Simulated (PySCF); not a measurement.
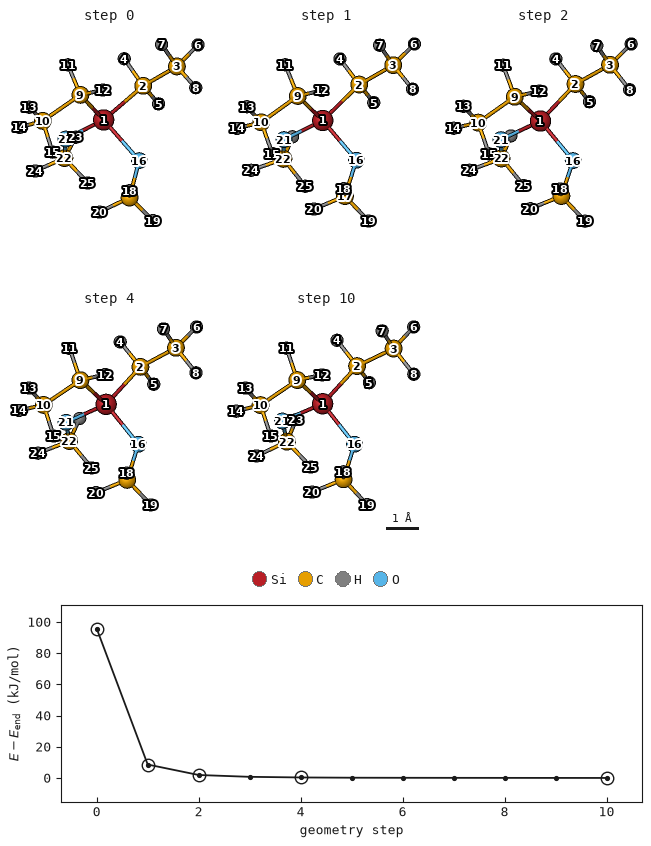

Frames of a relaxation of C6H16O2Si, marked on the history of the run. A ball-and-stick model, seen from a free direction.

The start comes from GFN2-xTB. Its atoms were then displaced at random by about 0.03 Å.

All numbers below come from PBE0-D3(BJ)/def2-SVP geometry optimisation, gas phase in PySCF. 

Q: What happens along the run?

A: Over 10 geometry steps the energy falls by 95.7 kJ/mol. The atom that moves furthest after the best rigid fit is H5 (0.26 Å). By element the largest moves are H 0.26 Å, C 0.18 Å, Si 0.07 Å, O 0.06 Å. Among the contacts that change: Si1–O16 1.756 → 1.672 Å, C22–H24 1.030 → 1.101 Å, C3–H7 1.168 → 1.102 Å, C10–H13 1.038 → 1.102 Å. Among the angles between lasting bonds that change: Si1–O21–C22 133.4° → 124.3°, C2–Si1–O16 96.0° → 104.2°, H23–C22–H24 115.3° → 107.7°. From step 0 to 1: H25 moves most (0.18 Å), energy −87.1 kJ/mol. From step 1 to 2: H24 moves most (0.07 Å), energy −6.72 kJ/mol. From step 2 to 4: H24 moves most (0.10 Å), energy −1.58 kJ/mol. From step 4 to 10: H24 moves most (0.10 Å), energy −0.31 kJ/mol.

```csv
step,"E − E(0), kJ/mol"
0,0.00
1,-87.12
2,-93.83
3,-95.01
4,-95.41
5,-95.58
6,-95.62
7,-95.66
8,-95.68
9,-95.70
10,-95.72
```
